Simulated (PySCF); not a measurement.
**InH3 (SMILES [H][In]([H])[H]) at CCSD(T)/LANL2DZ (core potential)**

Aim: the energy change on altering one bond length of InH3 at CCSD(T)/LANL2DZ (core potential), from 2 runs. 

Program for the calculation: PySCF 2.14.0.

6 further runs of the same task are left out: 6 set aside as unsound or not needed.

**1. The system as given**

InH3 has 4 atoms, charge 0, and is taken as a singlet. As SMILES, `[H][In]([H])[H]`. The shape comes from GFN2-xTB, which is rough for such elements, and wasn't checked as a minimum.

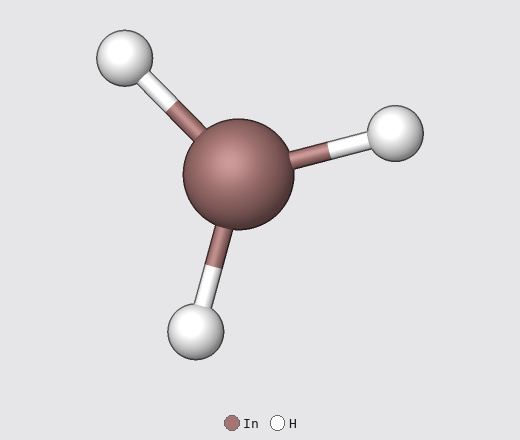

The structure, seen from a chosen angle (indium brown, hydrogen white).

**2. The energy at CCSD(T)/LANL2DZ (core potential)**

job.py reads:

```python
from pyscf import gto, cc

mol = gto.M(
    atom=[
    ('In', (0.000640, -0.000740, -0.000540)),
    ('H', (1.718930, -0.027790, 0.013510)),
    ('H', (-0.834510, 1.501400, -0.017780)),
    ('H', (-0.885060, -1.472880, 0.004810)),
],
    ecp={'In': 'lanl2dz'},
    max_memory=1860,
    verbose=3,
    basis='lanl2dz',
    charge=0,
)

mf = mol.RHF()
mf.conv_tol = 1e-10
mf.kernel()
if not mf.converged:
    mf = mf.newton().run(mf.mo_coeff, mf.mo_occ)

mycc = cc.CCSD(mf)
mycc.kernel()
e_t = mycc.ccsd_t()
e_final = mycc.e_tot + e_t
print('E(%s) = %.9f' % ('CCSD(T)', e_final))
```

Run with:

```
$ OMP_NUM_THREADS=1 python job.py
```

The log of the run:

```text
converged SCF energy = -3.47747306346487
E(CCSD) = -3.533950323926191  E_corr = -0.05647726046132055
CCSD(T) correction = -0.000628216354278762
E(CCSD(T)) = -3.534578540
```

It took 0.91 s on 1 thread of Arm Neoverse V1, shared host; peak memory 0.12 GiB.

**3. The distorted shape**

job.py reads:

```python
from pyscf import gto, cc

molecule = gto.M(
    atom=[
    ('In', (0.167654, -0.301139, 0.002908)),
    ('H', (1.885944, -0.328189, 0.016958)),
    ('H', (-0.834510, 1.501400, -0.017780)),
    ('H', (-0.718046, -1.773279, 0.008258)),
],
    verbose=4,
    basis='lanl2dz',
    charge=0,
    ecp={'In': 'lanl2dz'},
    max_memory=1860,
)

mf = molecule.RHF()
mf.conv_tol = 1e-10
mf.kernel()
if not mf.converged:
    mf = mf.newton().run(mf.mo_coeff, mf.mo_occ)

mycc = cc.CCSD(mf)
mycc.kernel()
e_t = mycc.ccsd_t()
etot = mycc.e_tot + e_t
print('E = %.10f Eh' % etot)
```

Run with:

```
$ OMP_NUM_THREADS=1 python job.py
```

The log of the run:

```text
PySCF version 2.14.0

[INPUT] num. atoms = 4
[INPUT] num. electrons = 6
[INPUT] charge = 0
[INPUT] spin (= nelec alpha-beta = 2S) = 0
[INPUT] symmetry False subgroup None
[INPUT] Mole.unit = angstrom
[INPUT] Symbol           X                Y                Z      unit          X                Y                Z       unit  Magmom
[INPUT]  1 In     0.167654000000  -0.301139000000   0.002908000000 AA    0.316820143688  -0.569070235425   0.005495323570 Bohr   0.0
[INPUT]  2 H      1.885944000000  -0.328189000000   0.016958000000 AA    3.563917646267  -0.620187327095   0.032045975620 Bohr   0.0
[INPUT]  3 H     -0.834510000000   1.501400000000  -0.017780000000 AA   -1.576995348211   2.837234803422  -0.033599330495 Bohr   0.0
[INPUT]  4 H     -0.718046000000  -1.773279000000   0.008258000000 AA   -1.356910284839  -3.351011652443   0.015605358337 Bohr   0.0

nuclear repulsion = 3.11808106267859
number of shells = 10
number of NR pGTOs = 24
number of NR cGTOs = 14
basis = lanl2dz
ecp = {'In': 'lanl2dz'}

******** <class 'pyscf.scf.hf.RHF'> ********
method = RHF
initial guess = minao
damping factor = 0
level_shift factor = 0
DIIS = <class 'pyscf.scf.diis.CDIIS'>
diis_start_cycle = 1
diis_space = 8
diis_damp = 0
SCF conv_tol = 1e-10
SCF conv_tol_grad = None
SCF max_cycles = 50
direct_scf = True
direct_scf_tol = 1e-13
Set gradient conv threshold to 1e-05
Initial guess from minao.
init E= 5.73498803619357
  HOMO = -0.220289667808603  LUMO = 0.0601213876336652  gap/eV = 7.63037
cycle= 1 E= -3.42827947184912  delta_E= -9.16  |g|= 0.32  |ddm|= 2.22
  HOMO = -0.373139388482884  LUMO = -0.0050150674719831  gap/eV = 10.01717
cycle= 2 E= -3.45956449551176  delta_E= -0.0313  |g|= 0.0278  |ddm|= 0.385
  HOMO = -0.380626237793784  LUMO = 0.01398073031761  gap/eV = 10.73780
cycle= 3 E= -3.46017635821651  delta_E= -0.000612  |g|= 0.00513  |ddm|= 0.0613
  HOMO = -0.379548852898672  LUMO = 0.0157018675559067  gap/eV = 10.75532
cycle= 4 E= -3.46020165790307  delta_E= -2.53e-05  |g|= 0.000504  |ddm|= 0.0144
  HOMO = -0.379743818200376  LUMO = 0.0155546648573387  gap/eV = 10.75662
cycle= 5 E= -3.46020192535943  delta_E= -2.67e-07  |g|= 3.94e-05  |ddm|= 0.00147
  HOMO = -0.379763737072012  LUMO = 0.0155486549662975  gap/eV = 10.75700
cycle= 6 E= -3.46020192676185  delta_E= -1.4e-09  |g|= 3.37e-06  |ddm|= 0.000107
  HOMO = -0.379763897521491  LUMO = 0.0155484357313467  gap/eV = 10.75700
cycle= 7 E= -3.46020192677401  delta_E= -1.22e-11  |g|= 3.82e-07  |ddm|= 1.1e-05
  HOMO = -0.379763927266662  LUMO = 0.015548497775513  gap/eV = 10.75700
Extra cycle  E= -3.46020192677414  delta_E= -1.23e-13  |g|= 1.09e-07  |ddm|= 9.15e-07
converged SCF energy = -3.46020192677414

******** <class 'pyscf.cc.ccsd.CCSD'> ********
CC2 = 0
CCSD nocc = 3, nmo = 14
max_cycle = 50
direct = 0
conv_tol = 1e-07
conv_tol_normt = 1e-05
diis_space = 6
diis_start_cycle = 0
diis_start_energy_diff = 1e+09
Init t2, MP2 energy = -3.50190406731621  E_corr(MP2) -0.041702140542077
Init E_corr(CCSD) = -0.0417021405420857
cycle = 1  E_corr(CCSD) = -0.0539033602911004  dE = -0.0122012197  norm(t1,t2) = 0.0476155
cycle = 2  E_corr(CCSD) = -0.0584453740137296  dE = -0.00454201372  norm(t1,t2) = 0.0220621
cycle = 3  E_corr(CCSD) = -0.0619752975595004  dE = -0.00352992355  norm(t1,t2) = 0.010633
cycle = 4  E_corr(CCSD) = -0.0618575792593393  dE = 0.0001177183  norm(t1,t2) = 0.00108139
cycle = 5  E_corr(CCSD) = -0.0618439061611659  dE = 1.36730982e-05  norm(t1,t2) = 0.000306664
cycle = 6  E_corr(CCSD) = -0.0618486607239104  dE = -4.75456274e-06  norm(t1,t2) = 0.000112084
cycle = 7  E_corr(CCSD) = -0.0618467261120094  dE = 1.9346119e-06  norm(t1,t2) = 3.23716e-05
cycle = 8  E_corr(CCSD) = -0.0618474033716617  dE = -6.77259652e-07  norm(t1,t2) = 6.67616e-06
cycle = 9  E_corr(CCSD) = -0.0618475258806727  dE = -1.22509011e-07  norm(t1,t2) = 1.85865e-06
cycle = 10  E_corr(CCSD) = -0.0618474682773525  dE = 5.76033202e-08  norm(t1,t2) = 6.98611e-07
CCSD converged
E(CCSD) = -3.522049395051488  E_corr = -0.06184746827735252
CCSD(T) correction = -0.000789854070294994
E = -3.5228392491 Eh
```

Run time: 0.87 s. Hardware: 1 thread of Arm Neoverse V1, shared host; peak memory 0.12 GiB.

**4. Outcome**

Level: CCSD(T)/LANL2DZ (core potential).

```
                                                          quantity        value
                                         first shape: total energy  -3.53458 Eh
                 first shape: dipole moment (Hartree–Fock density)       0.01 D
                  first shape: HOMO energy (Hartree–Fock orbitals)    -11.13 eV
                  first shape: LUMO energy (Hartree–Fock orbitals)      0.53 eV
                first shape: HOMO–LUMO gap (Hartree–Fock orbitals)     11.66 eV
                                   first shape: correlation energy    -57.1 mEh
                                       first shape: (T) correction    -0.63 mEh
                                        first shape: T1 diagnostic        0.011
                                     distorted shape: total energy  -3.52284 Eh
             distorted shape: dipole moment (Hartree–Fock density)       0.72 D
              distorted shape: HOMO energy (Hartree–Fock orbitals)    -10.33 eV
              distorted shape: LUMO energy (Hartree–Fock orbitals)      0.42 eV
            distorted shape: HOMO–LUMO gap (Hartree–Fock orbitals)     10.76 eV
                               distorted shape: correlation energy    -62.6 mEh
                                   distorted shape: (T) correction    -0.79 mEh
                                    distorted shape: T1 diagnostic        0.013
energy change with the In1–H3 bond stretched from 1.719 to 2.063 Å     0.319 eV
```

With the In1–H3 bond stretched from 1.719 to 2.063 Å the energy rises by 0.32 eV (7.4 kcal/mol). The first shape isn't relaxed at this level, so the change isn't measured from a minimum. The triples (first shape) make up 1.1 % of the correlation energy. The triples (distorted shape) make up 1.3 % of the correlation energy.
